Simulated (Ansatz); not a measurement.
C3H8OS (SMILES COC(C)S)

The calculation's input:

```
crystal:
  periodic: [false, false, false]
  atoms:
    - {symbol: C, position_ang: [-1.838584, -0.217577, 0.635503]}
    - {symbol: O, position_ang: [-0.824769, 0.406614, -0.111801]}
    - {symbol: C, position_ang: [0.387505, -0.277097, -0.124615]}
    - {symbol: C, position_ang: [1.255581, 0.343959, -1.190980]}
    - {symbol: S, position_ang: [1.226118, -0.322087, 1.507554]}
    - {symbol: H, position_ang: [-2.050192, -1.224211, 0.250474]}
    - {symbol: H, position_ang: [-2.732299, 0.397299, 0.536180]}
    - {symbol: H, position_ang: [-1.562277, -0.293534, 1.692632]}
    - {symbol: H, position_ang: [0.221474, -1.344371, -0.335583]}
    - {symbol: H, position_ang: [1.440098, 1.394998, -0.959100]}
    - {symbol: H, position_ang: [0.746325, 0.291641, -2.155920]}
    - {symbol: H, position_ang: [2.211446, -0.174311, -1.257625]}
    - {symbol: H, position_ang: [1.539974, 0.983979, 1.527982]}
basis:
  gaussian: {orbitals: def2-TZVPP}
hamiltonian: {xc: pbe0, dispersion: d4}
output: {orbitals: {seedname: orbitals}}
```

Command:

```sh
ansatz run in.yaml --threads 4 --pin off --events-out ev --progress --plain --max-ram 10444MiB
```

Geometry: PBE0-D4/def2-TZVP.

The calculation used RKS PBE0-D4/def2-TZVPP (Ansatz 0.2.0).

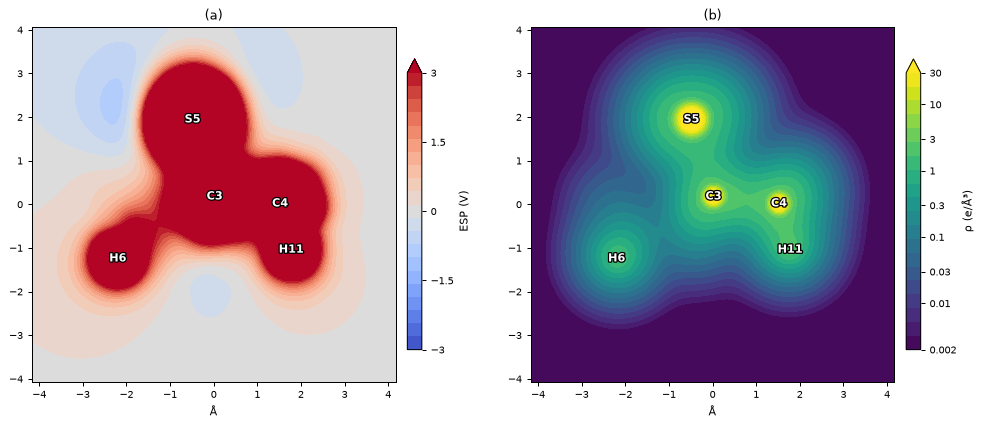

Figure 1. (a) electrostatic potential; (b) total electron density on the plane of atoms C4, C3 and S5.

What does the map show?

Answer. Atoms in the plane: C, S and H. C–C (1.51 Å): the density is about 1.8 e/Å³ at the midpoint. C–S (1.84 Å): ρ is about 1.2 e/Å³ halfway. C–H (1.09 Å): the density is about 2 e/Å³ at the midpoint. Outside the dense part of the molecule the potential is most negative (−0.8 V) near S5.

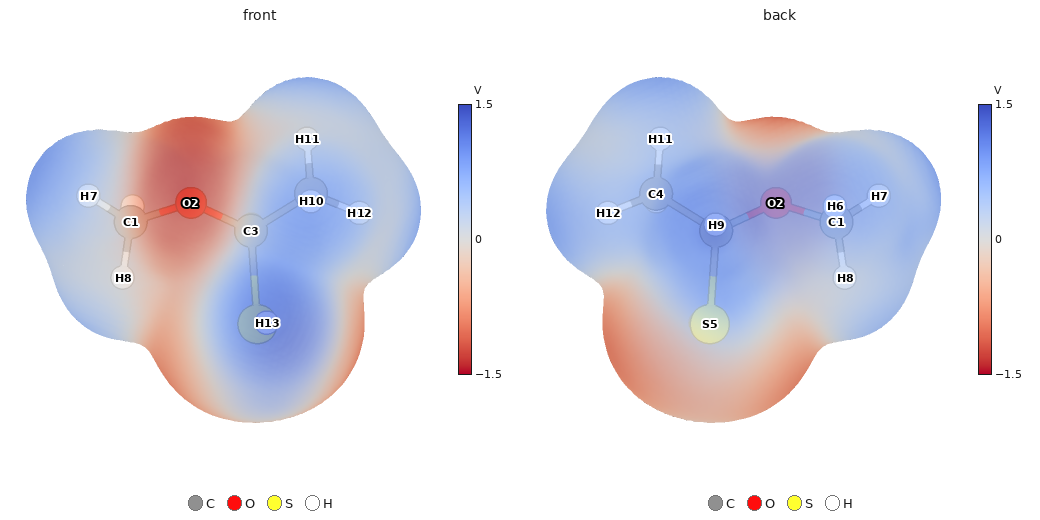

Figure 2. The molecular electrostatic potential painted on the density surface at 0.002 e/bohr³, seen from the front and from behind; red is negative and blue positive.

Describe the electrostatic potential map.

Answer. The most negative region (about −1.2 V) lies over O2, the most positive (about +1.1 V) over H13. O2 is the likeliest acceptor of a hydrogen bond.

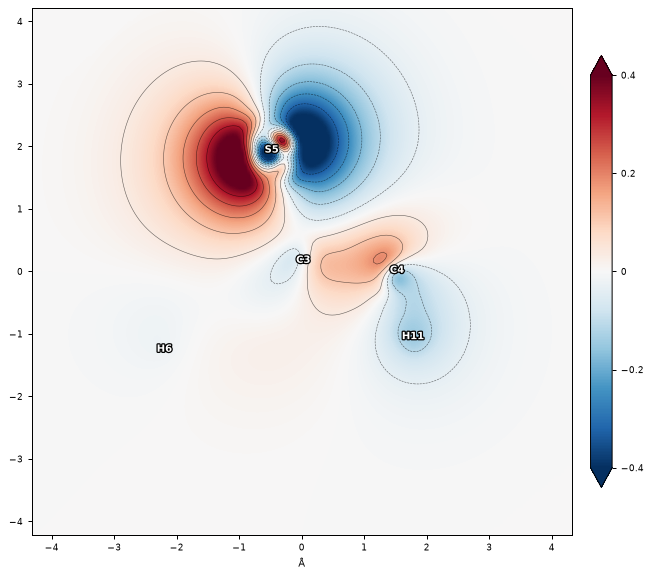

Figure 3. The HOMO on the plane of atoms C4, C3 and S5 (values in Å⁻³ᐟ²; the overall sign is arbitrary).

Describe this orbital and give its energy.

Answer. Its weight (Hirshfeld) is mainly on S5 (about 80 %); largely a lone pair of S5. Its energy is −7.02 eV.
